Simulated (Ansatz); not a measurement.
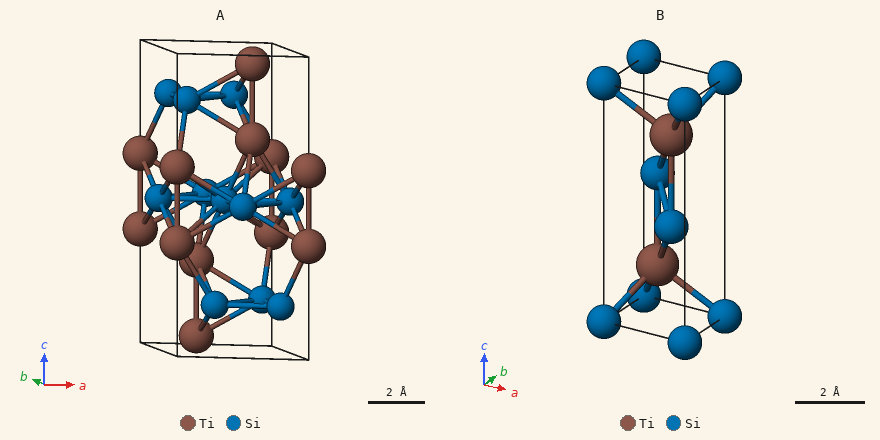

Two structures of Ti2Si3, each relaxed to rest (conventional cells in solid outline, small ones repeated, not to one scale). Method: Ansatz, DFT PBE, scalar-relativistic, plane waves, PAW, without spin polarisation.

**Identify the two structures.**

A: 15 atoms a cell on a rhombohedral (trigonal R) lattice, R-3m. B: 5 atoms a cell on a primitive hexagonal lattice, P-3m1.

**Which structure wins energetically, and by what margin?**

B is lower, by 129 meV/atom at this level of theory (energies at zero smearing). Volumes: A 15.2, B 16.3 Å³/atom.

One or both may be structure types tried for this composition rather than known phases.
